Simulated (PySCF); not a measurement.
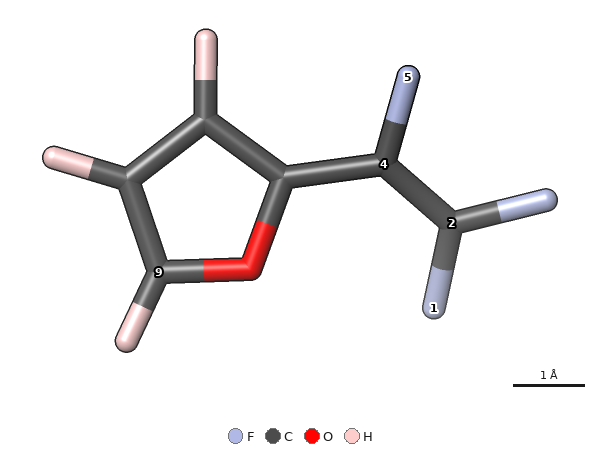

*The structure as given in the input (stick view, seen at a tilt; atoms are numbered from 1 in the order of the input).*

Bond lengths as drawn: C–C 1.33 to 1.43 Å, C–F 1.31 to 1.37 Å, C–H 1.08 to 1.13 Å and C–O 1.30 to 1.38 Å.

## Run report: C6H3F3O, NMR shielding calculation

C6H3F3O, SMILES FC(F)=C(F)c1ccco1, computed with GIAO PBE0/pcSseg-1 NMR shielding, non-relativistic, gas phase (PySCF 2.14.0).

The geometry comes from this level: GFN2-xTB, MD frame at 250 fs, 300 K. It belongs to a series of runs on one base structure; here: MD frame at 250 fs, 300 K. Figures and captions count atoms from 1; the log counts them from 0 in places.

## Log
```
coarse grid: 12720 points
cycle   1  E = -604.2022030661  dE =  2.154e+00  |g| = 8.527e-01  |ddm| = 3.632e+00
cycle   2  E = -603.9915289091  dE =  2.107e-01  |g| = 1.377e+00  |ddm| = 1.582e+00
cycle   3  E = -604.3354715735  dE = -3.439e-01  |g| = 9.761e-02  |ddm| = 1.052e+00
cycle   4  E = -604.3364074792  dE = -9.359e-04  |g| = 7.665e-02  |ddm| = 1.402e-01
cycle   5  E = -604.3375975750  dE = -1.190e-03  |g| = 1.053e-02  |ddm| = 6.088e-02
cycle   6  E = -604.3376129934  dE = -1.542e-05  |g| = 5.201e-03  |ddm| = 1.002e-02
cycle   7  E = -604.3376192476  dE = -6.254e-06  |g| = 1.052e-03  |ddm| = 4.932e-03
final grid: 129384 points
cycle   8  E = -604.4255226589  dE = -3.234e-05  |g| = 1.255e-02  |ddm| = 3.463e-02
cycle   9  E = -604.4254660655  dE =  5.659e-05  |g| = 2.156e-02  |ddm| = 2.195e-02
cycle  10  E = -604.4255508629  dE = -8.480e-05  |g| = 1.867e-03  |ddm| = 1.523e-02
cycle  11  E = -604.4255516761  dE = -8.131e-07  |g| = 4.470e-04  |ddm| = 1.984e-03
cycle  12  E = -604.4255517086  dE = -3.253e-08  |g| = 1.441e-04  |ddm| = 4.475e-04
cycle  13  E = -604.4255517124  dE = -3.831e-09  |g| = 4.109e-05  |ddm| = 1.390e-04
cycle  14  E = -604.4255517128  dE = -3.581e-10  |g| = 1.276e-05  |ddm| = 4.700e-05
```

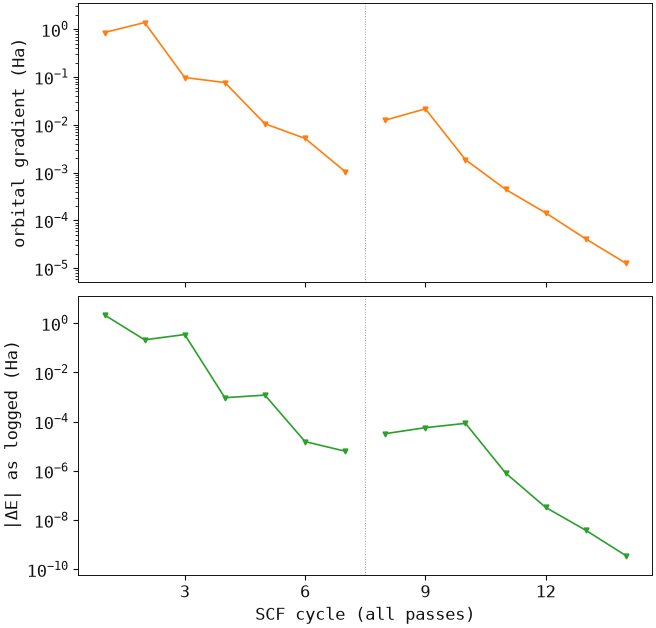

*Convergence of the self-consistent field: orbital gradient and size of the energy change against the SCF cycle. The dotted line marks the change from a coarse to the final integration grid.*

The first 7 cycles use a coarse grid, the final grid takes over at cycle 8, and the field converges after 14 cycles in all.

```
converged SCF energy = -604.4255517128

GIAO shielding tensors (ppm)
atom      isotropic    diamagn.    paramagn.     s11        s22        s33       span
  0 F      290.182     475.039    -184.857    257.123    297.754    315.668     58.545
  1 C       16.392     252.721    -236.329    -35.081     30.791     53.465     88.547
  2 F      269.063     468.758    -199.695    244.028    260.395    302.767     58.738
  3 C       56.656     244.338    -187.682     19.260     56.371     94.337     75.077
  4 F      382.658     470.054     -87.396    314.845    399.542    433.588    118.742
  5 C       36.329     257.236    -220.907    -23.869     39.183     93.672    117.541
  6 C       68.867     252.508    -183.641     -9.718     51.801    164.518    174.236
  7 C       68.584     256.031    -187.447     -9.173     60.724    154.202    163.375
  8 C       40.861     252.869    -212.008    -44.548     50.261    116.870    161.418
  9 O       21.662     398.522    -376.860   -152.689    -36.418    254.093    406.782
 10 H       23.807      30.060      -6.253     20.697     24.395     26.330      5.633
 11 H       24.881      29.867      -4.985     22.324     25.274     27.046      4.721
 12 H       23.654      30.117      -6.463     20.790     24.661     25.511      4.721
```

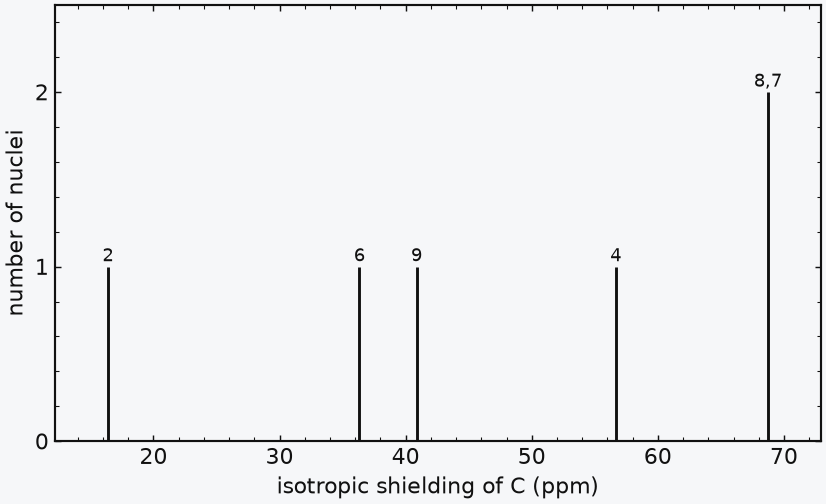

*Isotropic shieldings of the carbon nuclei in this fixed geometry, labelled by atom number; shielding grows to the right, so chemical shift grows to the left.*

The least shielded is C2 (16.4 ppm), the most shielded C7 (68.9 ppm).

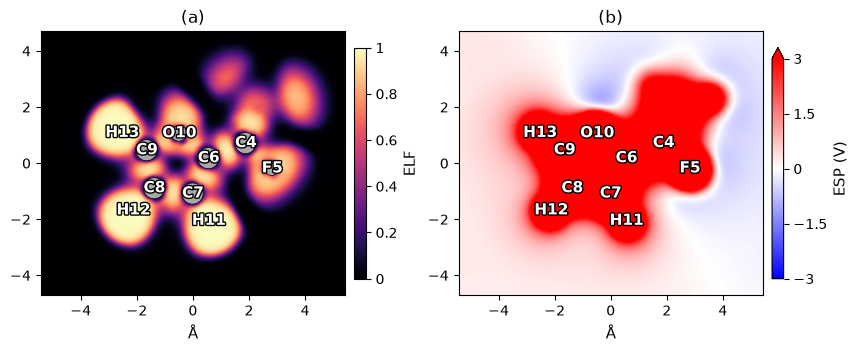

*(a) electron localisation function; (b) molecular electrostatic potential on the plane of atoms C8, C9 and O10. Grey discs, where drawn, cover atomic cores.*

The section cuts through C, F, O and H sites. C–F (1.31 Å): the ELF peaks at about 0.85 between the atoms, which marks a shared but strongly polarised pair. C–H (1.08 Å): the ELF climbs to about 1 towards the hydrogen, as it does in any bond to H; a covalent bond by its length. C–C (1.38 Å): the ELF peaks at about 0.95 between the atoms, which marks a covalent bond.

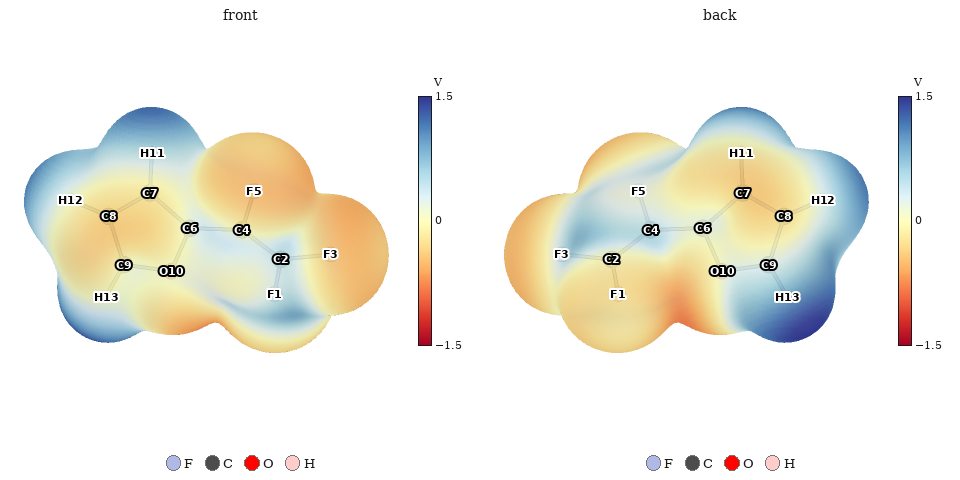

*The electrostatic potential painted on the density surface at 0.002 e/bohr³, seen at a tilt and from behind; red is negative and blue positive.*

Its dipole moment is 2.34 D.

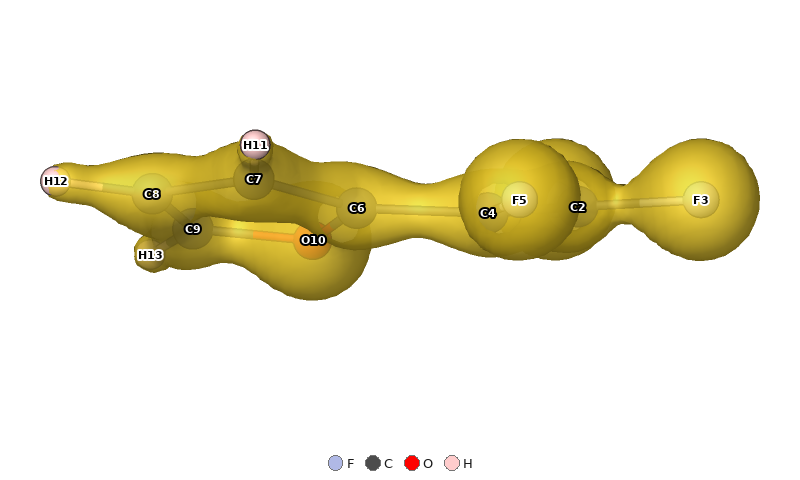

*Isosurface of the total electron density at 1.5 e/Å³ (yellow), seen from the side.*

At this value the surface is in one piece. On the grid the lowest density along these lines, outside the cores, is 2.2 e/Å³ (C–O, 1.30 Å), 2 e/Å³ (C–F, 1.31 Å), 2.3 e/Å³ (C–C, 1.33 Å) and 2 e/Å³ (C–H, 1.08 Å).

The run was set up as follows.

## Input file
```
{"job": {"kind": "nmr", "xc": "PBE0", "basis": "pcSseg-1", "pop": false}, "charge": 0, "multiplicity": 1}
F     -2.423400    -0.569000    -1.558700
C     -2.661400     0.011900    -0.413400
F     -3.993200     0.193600    -0.144400
C     -1.688400     0.329700     0.442200
F     -2.044300     0.706300     1.642100
C     -0.286800     0.061900     0.320000
C      0.784400    -0.044000     1.184700
C      1.890300    -0.323500     0.395600
C      1.493700    -0.410100    -0.924400
O      0.222900    -0.138100    -0.945700
H      0.731200     0.023200     2.310000
H      2.914900    -0.438000     0.755300
H      1.982000    -0.553400    -1.873700
```

The first line tells a small driver script what to run in PySCF; the rest is the geometry in Å.

Launch command:
```bash
OMP_NUM_THREADS=1 python <driver script> task.json out
```

## Summary

| quantity | value |
| --- | --- |
| outcome | converged |
| total energy | −604.425552 hartree |
| HOMO | −6.37 eV |
| LUMO | −1.09 eV |
| dipole moment | 2.34 D |
| isotropic shielding, F | 269.1 to 382.7 ppm |
| isotropic shielding, C | 16.4 to 68.9 ppm |
| isotropic shielding, O | 21.7 ppm |
| isotropic shielding, H | 23.7 to 24.9 ppm |
| hardware | 1 CPU thread, shared host |
| wall time | 51 s |
| peak memory | 0.82 GiB |
